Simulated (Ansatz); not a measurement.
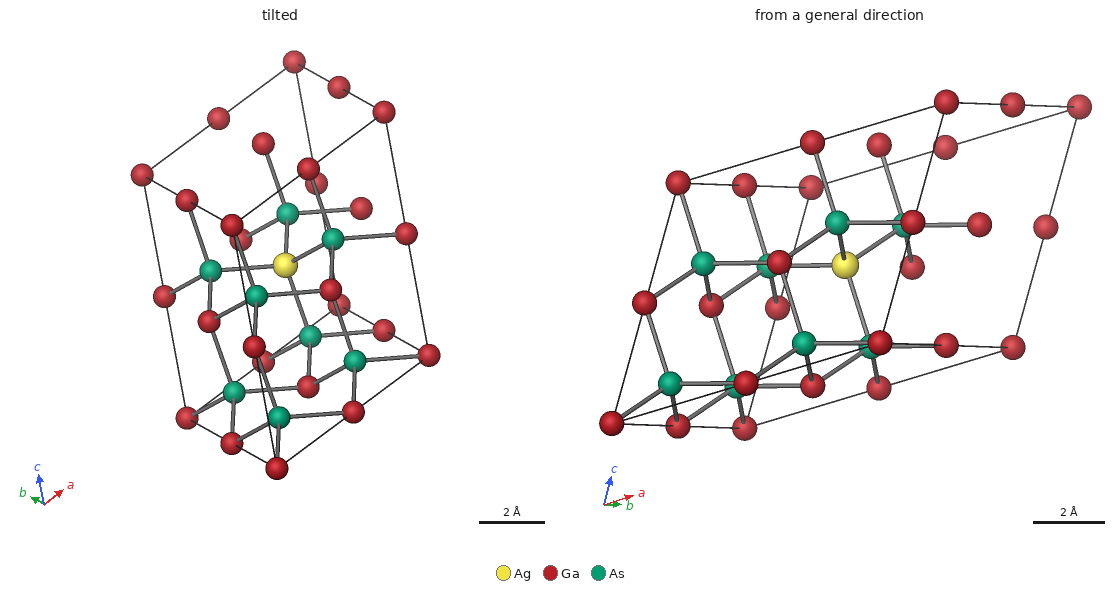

The image is a ball-and-stick drawing of a crystal, viewed slightly off an axis and from a general direction. The supercell is drawn as a box. The host is GaAs, in a cell of 16 sites, and the cell is neutral.

Q: Where does the cell differ from the host, and how?

A: Silver on a gallium site (a substitutional impurity). It is bonded to four As in a tetrahedral arrangement at about 2.4 Å.

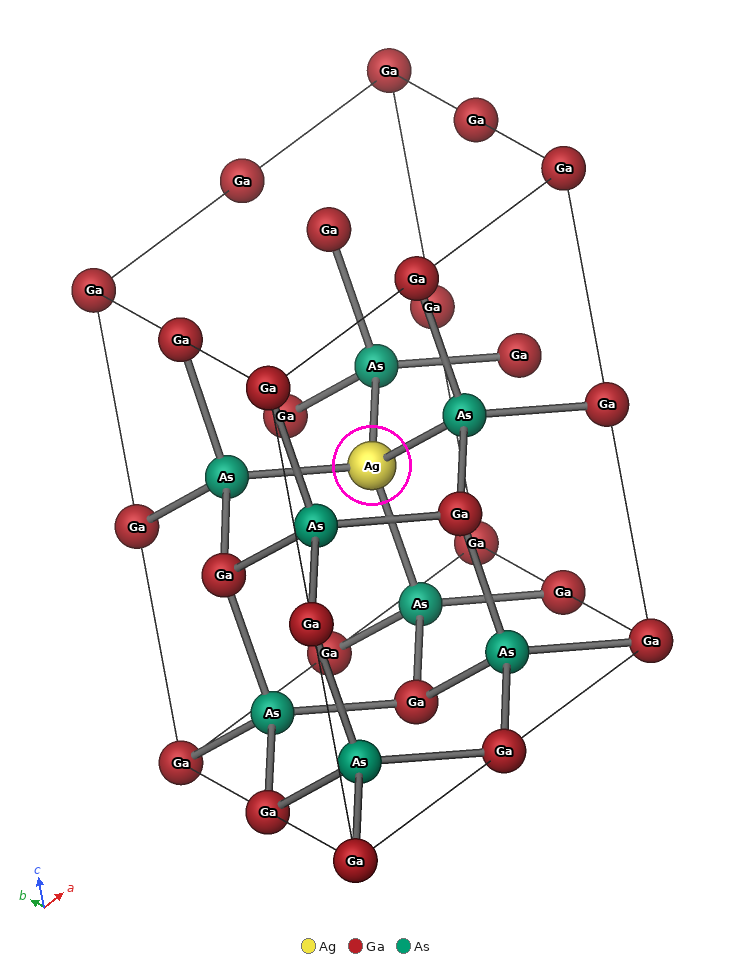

The same cell with a ring at the defect's site.

The atoms were relaxed in the host's cell with DFT LDA, scalar-relativistic, plane waves, PAW in Ansatz 0.2.0.
